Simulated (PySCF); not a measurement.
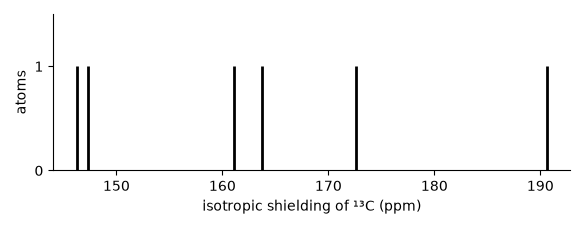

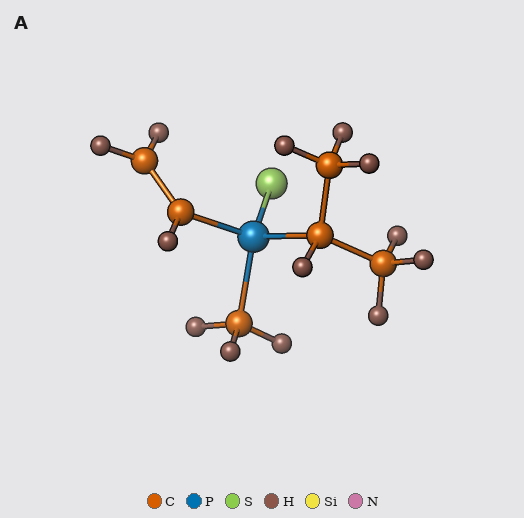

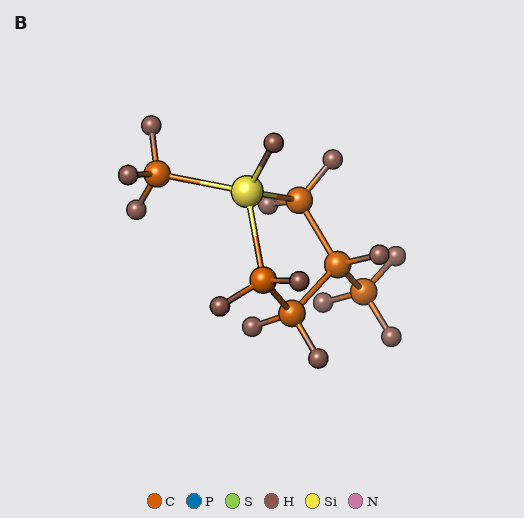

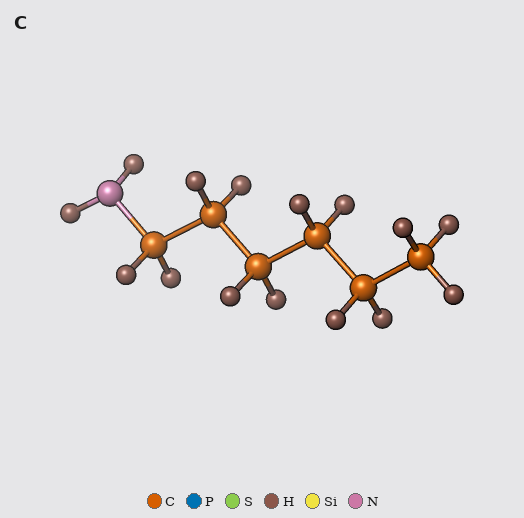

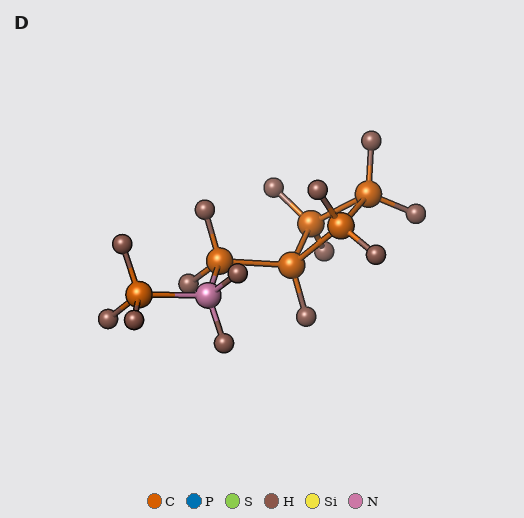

The sticks are computed shieldings of one of the molecules, for one fixed geometry (GFN2-xTB) without averaging over rotations. Low shielding means a high chemical shift. Method: GIAO PBE0/pcSseg-1 NMR shielding, non-relativistic, gas phase (PySCF 2.14.0).

Match the spectrum to a structure.

B, `C[C@@H]1CC[Si@H](C)C1`. Its 6 C atoms give lines at 146.2, 147.3, 161.1, 163.8, 172.6, 190.6 ppm.

The geometry is semi-empirical. Around Si such bond lengths and angles can be off by a tenth of an ångström or more and by several degrees, and values that hang on the shape move with them.
